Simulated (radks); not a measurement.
# Fractional charge and spin in the 6s shell of hafnium

Aim: the energy as the spin-up occupation of 6s runs from 0 to 1 and the spin-down one from 0 to 1, against the two flat planes that join the four corners. Added charge counts from the emptiest corner (up 0, down 0).

The numbers are computed with radks (a radial shooting solver on a logarithmic mesh, Libxc functionals) version 1 (scalar-relativistic Kohn-Sham, r2SCAN, spin-polarised, spherical densities, finite nucleus), except any that are marked as measured or tabulated.

**1. The system**

```
element            : hafnium (Z = 72)
configuration      : [Xe] 4f14 5d(up 1, down 1) 6s(up 1, down 1)
nuclear rms radius : 5.347 fm
```

In the logs a row gives level, spin channel, occupation and eigenvalue; Etot, Ekin, Encl (electron-nucleus), Eh (Hartree) and Exc are energies, all in hartree; err is the last residual, it the number of iterations.

A shell typed twice in an input gives spin up, then spin down.

**2. 6s: up 1, down 1**

The run's settings:

```text
Z 72
configuration [Xe] 4f14 5d1 5d1 6s1 6s1
relativity scalar-relativistic
functional r2scan,r2scan
spin polarised
nucleus finite rms 5.347 fm
c 137.035999084
```

Log:

```text
1s      1   1.0000       -2401.73420107
2s      1   1.0000        -411.66776956
2p      1   3.0000        -361.38989514
3s      1   1.0000         -94.15110227
3p      1   3.0000         -79.05716214
3d      1   5.0000         -61.16110535
4s      1   1.0000         -19.16710251
4p      1   3.0000         -14.19359812
4d      1   5.0000          -7.73267111
4f      1   7.0000          -0.62928225
5s      1   1.0000          -2.52887634
5p      1   3.0000          -1.35073193
5d      1   1.0000          -0.09513733
6s      1   1.0000          -0.19325069
1s      2   1.0000       -2401.73420107
2s      2   1.0000        -411.66776956
2p      2   3.0000        -361.38989514
3s      2   1.0000         -94.15110227
3p      2   3.0000         -79.05716214
3d      2   5.0000         -61.16110535
4s      2   1.0000         -19.16710251
4p      2   3.0000         -14.19359812
4d      2   5.0000          -7.73267111
4f      2   7.0000          -0.62928225
5s      2   1.0000          -2.52887634
5p      2   3.0000          -1.35073193
5d      2   1.0000          -0.09513733
6s      2   1.0000          -0.19325069
Etot -15077.746890292055
Ekin 16516.124916734712
Encl -37193.183849703186
Eh 5907.376615450621
Exc -308.0645727742022
err 4.217492919371273e-06
it 12
```

The top filled level is 5d, -2.589 eV.

Radial moments (bohr):

```tsv
level	occupation	energy (eV)	<r>	outermost maximum (interpolated)	90 % within	nodes
4s	2	-521.56	0.4684	0.437	0.672	3
4p	6	-386.23	0.4975	0.458	0.723	2
4d	10	-210.42	0.5353	0.471	0.803	1
5s	2	-68.814	1.138	1.02	1.64	4
5p	6	-36.755	1.340	1.16	1.97	3
4f	14	-17.124	0.6761	0.456	1.15	0
6s	2	-5.259	3.477	2.94	5.15	5
5d	2	-2.589	2.492	1.67	4.16	2
```

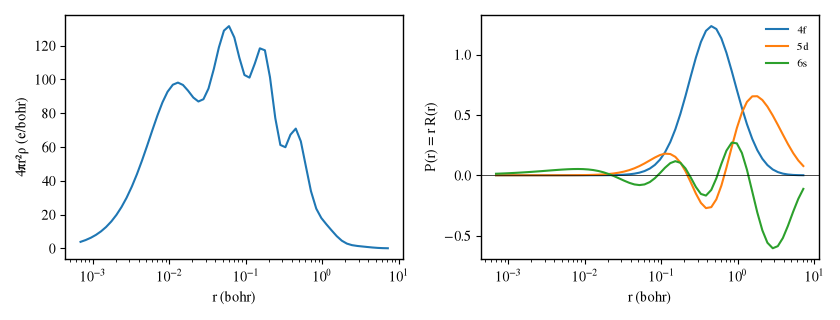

Left: shells in the radial density. Right: radial functions of the outer levels.

**3. 6s: up 1, down 0.5**

The run's settings:

```text
Z 72
configuration [Xe] 4f14 5d1 5d1 6s1 6s0.5
relativity scalar-relativistic
functional r2scan,r2scan
spin polarised
nucleus finite rms 5.347 fm
c 137.035999084
```

Log:

```text
1s      1   1.0000       -2401.85561370
2s      1   1.0000        -411.78841516
2p      1   3.0000        -361.51056278
3s      1   1.0000         -94.27174512
3p      1   3.0000         -79.17781247
3d      1   5.0000         -61.28172670
4s      1   1.0000         -19.28785752
4p      1   3.0000         -14.31435218
4d      1   5.0000          -7.85342516
4f      1   7.0000          -0.75012596
5s      1   1.0000          -2.64965243
5p      1   3.0000          -1.47206812
5d      1   1.0000          -0.21321273
6s      1   1.0000          -0.30667656
1s      2   1.0000       -2401.85540529
2s      2   1.0000        -411.78834858
2p      2   3.0000        -361.51047641
3s      2   1.0000         -94.27165195
3p      2   3.0000         -79.17771162
3d      2   5.0000         -61.28162397
4s      2   1.0000         -19.28754563
4p      2   3.0000         -14.31400499
4d      2   5.0000          -7.85295848
4f      2   7.0000          -0.74938493
5s      2   1.0000          -2.64926782
5p      2   3.0000          -1.47160105
5d      2   1.0000          -0.20447666
6s      2   0.5000          -0.28016416
Etot -15077.628690017302
Ekin 16515.99580041562
Encl -37184.37624855919
Eh 5898.73984387262
Exc -307.98808574635575
err 1.1158972062428937e-06
it 13
```

E − E(step 2, 6s: up 1, down 1) = +3.216 eV. The top filled level is 5d down, -5.564 eV.

**4. 6s: up 1, down 0**

The run's settings:

```text
Z 72
configuration [Xe] 4f14 5d1 5d1 6s1 6s0
relativity scalar-relativistic
functional r2scan,r2scan
spin polarised
nucleus finite rms 5.347 fm
c 137.035999084
```

Log:

```text
1s      1   1.0000       -2401.98719468
2s      1   1.0000        -411.91905648
2p      1   3.0000        -361.64123845
3s      1   1.0000         -94.40229839
3p      1   3.0000         -79.30837351
3d      1   5.0000         -61.41225963
4s      1   1.0000         -19.41856022
4p      1   3.0000         -14.44507182
4d      1   5.0000          -7.98416268
4f      1   7.0000          -0.88097553
5s      1   1.0000          -2.78044895
5p      1   3.0000          -1.60338684
5d      1   1.0000          -0.34081356
6s      1   1.0000          -0.42535465
1s      2   1.0000       -2401.98674599
2s      2   1.0000        -411.91894000
2p      2   3.0000        -361.64107669
3s      2   1.0000         -94.40212744
3p      2   3.0000         -79.30818985
3d      2   5.0000         -61.41207687
4s      2   1.0000         -19.41795926
4p      2   3.0000         -14.44438774
4d      2   5.0000          -7.98322126
4f      2   7.0000          -0.87939622
5s      2   1.0000          -2.77978524
5p      2   3.0000          -1.60223808
5d      2   1.0000          -0.31898534
6s      2   0.0000          -0.36628886
Etot -15077.467321585305
Ekin 16515.821000349984
Encl -37174.82020551029
Eh 5889.451792296359
Exc -307.91990872136023
err 6.2518516904641835e-06
it 13
```

Energy against step 2 (6s: up 1, down 1): +7.607 eV. The top filled level is 5d down, -8.680 eV.

**5. 6s: up 0.5, down 0.5**

The run's settings:

```text
Z 72
configuration [Xe] 4f14 5d1 5d1 6s0.5 6s0.5
relativity scalar-relativistic
functional r2scan,r2scan
spin polarised
nucleus finite rms 5.347 fm
c 137.035999084
```

Log:

```text
1s      1   1.0000       -2401.99012904
2s      1   1.0000        -411.92217382
2p      1   3.0000        -361.64433514
3s      1   1.0000         -94.40535571
3p      1   3.0000         -79.31142432
3d      1   5.0000         -61.41531609
4s      1   1.0000         -19.42135633
4p      1   3.0000         -14.44782025
4d      1   5.0000          -7.98677260
4f      1   7.0000          -0.88323234
5s      1   1.0000          -2.78291128
5p      1   3.0000          -1.60557067
5d      1   1.0000          -0.33361546
6s      1   0.5000          -0.39831906
1s      2   1.0000       -2401.99012904
2s      2   1.0000        -411.92217382
2p      2   3.0000        -361.64433514
3s      2   1.0000         -94.40535571
3p      2   3.0000         -79.31142432
3d      2   5.0000         -61.41531609
4s      2   1.0000         -19.42135633
4p      2   3.0000         -14.44782025
4d      2   5.0000          -7.98677260
4f      2   7.0000          -0.88323234
5s      2   1.0000          -2.78291128
5p      2   3.0000          -1.60557067
5d      2   1.0000          -0.33361546
6s      2   0.5000          -0.39831906
Etot -15077.45241184649
Ekin 16515.804676380547
Encl -37174.59566842575
Eh 5889.238996168602
Exc -307.9004159698916
err 1.3685291825909042e-06
it 12
```

Energy against step 2 (6s: up 1, down 1): +8.013 eV. The top filled level is 5d, -9.078 eV.

**6. 6s: up 0.5, down 0**

The run's settings:

```text
Z 72
configuration [Xe] 4f14 5d1 5d1 6s0.5 6s0
relativity scalar-relativistic
functional r2scan,r2scan
spin polarised
nucleus finite rms 5.347 fm
c 137.035999084
```

Log:

```text
1s      1   1.0000       -2402.13348013
2s      1   1.0000        -412.06442430
2p      1   3.0000        -361.78663256
3s      1   1.0000         -94.54737464
3p      1   3.0000         -79.45345307
3d      1   5.0000         -61.55732796
4s      1   1.0000         -19.56353877
4p      1   3.0000         -14.59003036
4d      1   5.0000          -8.12900651
4f      1   7.0000          -1.02553151
5s      1   1.0000          -2.92509438
5p      1   3.0000          -1.74800353
5d      1   1.0000          -0.47088222
6s      1   0.5000          -0.52268010
1s      2   1.0000       -2402.13323815
2s      2   1.0000        -412.06436910
2p      2   3.0000        -361.78655355
3s      2   1.0000         -94.54729845
3p      2   3.0000         -79.45337171
3d      2   5.0000         -61.55724699
4s      2   1.0000         -19.56324755
4p      2   3.0000         -14.58969080
4d      2   5.0000          -8.12852679
4f      2   7.0000          -1.02467236
5s      2   1.0000          -2.92477459
5p      2   3.0000          -1.74719307
5d      2   1.0000          -0.45764414
6s      2   0.0000          -0.49003927
Etot -15077.23071923791
Ekin 16515.563699903476
Encl -37164.17413581463
Eh 5879.204576491295
Exc -307.8248598180486
err 4.131044532775221e-06
it 12
```

E − E(step 2, 6s: up 1, down 1) = +14.046 eV. Highest occupied level: 5d down at -12.453 eV.

**7. 6s: up 0, down 0**

The run's settings:

```text
Z 72
configuration [Xe] 4f14 5d1 5d1 6s0 6s0
relativity scalar-relativistic
functional r2scan,r2scan
spin polarised
nucleus finite rms 5.347 fm
c 137.035999084
```

Log:

```text
1s      1   1.0000       -2402.28712746
2s      1   1.0000        -412.21696643
2p      1   3.0000        -361.93921132
3s      1   1.0000         -94.69952823
3p      1   3.0000         -79.60561352
3d      1   5.0000         -61.70948044
4s      1   1.0000         -19.71565575
4p      1   3.0000         -14.74213666
4d      1   5.0000          -8.28099989
4f      1   7.0000          -1.17716232
5s      1   1.0000          -3.07712082
5p      1   3.0000          -1.89944133
5d      1   1.0000          -0.60287508
6s      1   0.0000          -0.61899962
1s      2   1.0000       -2402.28712746
2s      2   1.0000        -412.21696643
2p      2   3.0000        -361.93921132
3s      2   1.0000         -94.69952823
3p      2   3.0000         -79.60561352
3d      2   5.0000         -61.70948044
4s      2   1.0000         -19.71565575
4p      2   3.0000         -14.74213666
4d      2   5.0000          -8.28099989
4f      2   7.0000          -1.17716232
5s      2   1.0000          -3.07712082
5p      2   3.0000          -1.89944133
5d      2   1.0000          -0.60287508
6s      2   0.0000          -0.61899962
Etot -15076.945407870193
Ekin 16515.252247136494
Encl -37152.972173441856
Eh 5868.518502742665
Exc -307.74398430749625
err 6.609080647556756e-07
it 13
```

E − E(step 2, 6s: up 1, down 1) = +21.809 eV. Highest occupied level: 5d at -16.405 eV.

**8. All runs together**

```tsv
down \ up	0	0.5	1
0	0.000	-0.663	0.000
0.5	-0.663	0.406	-0.587
1	0.000	-0.587	0.000
```

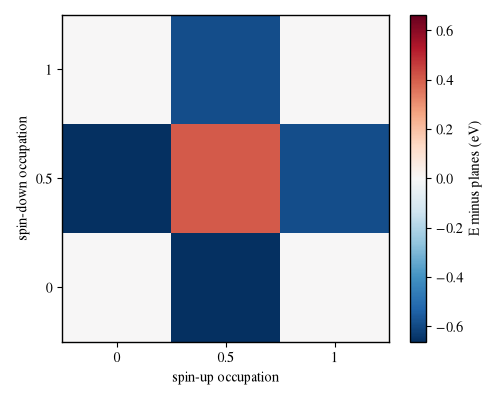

Energy minus the flat planes.

The table gives the energy in eV minus the planes, whose edge runs along up + down = one added electron; mirror points follow by spin symmetry. With half an added electron in each spin it lies 0.41 eV above the planes. With half an electron added in spin up alone it lies 0.66 eV below them. The planes are only a guide here: the condition holds for ground states with one frontier orbital, and this shell lies below others.
